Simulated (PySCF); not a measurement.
SMILES CC(=O)CCc1ccco1, singlet at its GFN2-xTB optimised geometry (Å):

```
20

C     -3.0373    -0.2748    -1.8546
C     -1.8187    -0.9982    -2.3628
O     -1.2691    -0.7029    -3.3930
C     -1.3212    -2.1358    -1.4897
C     -1.0365    -1.6994    -0.0424
C     -0.0448    -0.5865     0.0000
C      1.3181    -0.5865     0.0000
C      1.7170     0.7732     0.0000
C      0.5686     1.4979    -0.0018
O     -0.5038     0.6855    -0.0013
H     -3.5053     0.2760    -2.6662
H     -3.7490    -0.9636    -1.4078
H     -2.7186     0.4384    -1.0958
H     -0.4102    -2.5363    -1.9379
H     -2.0814    -2.9204    -1.4848
H     -0.6384    -2.5532     0.5083
H     -1.9591    -1.3739     0.4398
H      1.9587    -1.4446     0.0018
H      2.7186     1.1511     0.0003
H      0.3823     2.5532    -0.0018
```

Computed with PBE/def2-SVP in PySCF.

Map of the Laplacian of the electron density (e/bohr⁵) on the plane z = 0.8 Å:

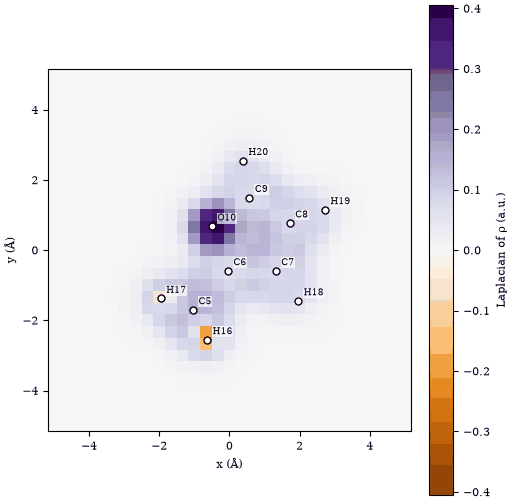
*Laplacian of the electron density (e/bohr⁵) on the plane z = 0.8 Å.*
